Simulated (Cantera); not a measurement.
Feed: 1 mol BN, a varied amount of Cl₂, at 802 °C and 10.0 mbar.

Method: chemical equilibrium by Gibbs-energy minimisation in Cantera with the NASA 1993 tables (ideal gas, pure condensed phases). Candidate condensed phases: B, BN; 10 gas species. The numbers say what is thermodynamically allowed, not how fast it happens.

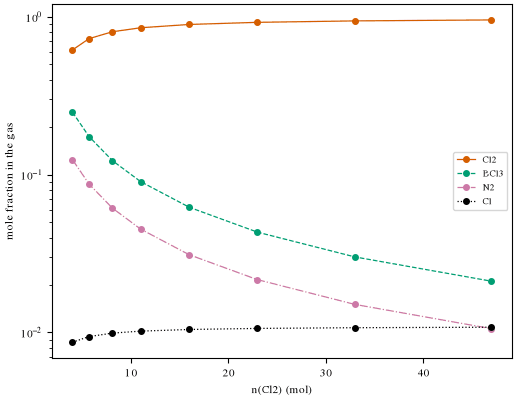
Figure: Equilibrium gas composition (values under 1e-9 drawn at 1e-9)

Task: Read off the mole fractions at 8.1 mol Cl₂.

Result: Cl₂ about 0.81, BCl₃ about 0.12, N₂ about 0.061, Cl about 0.0099.
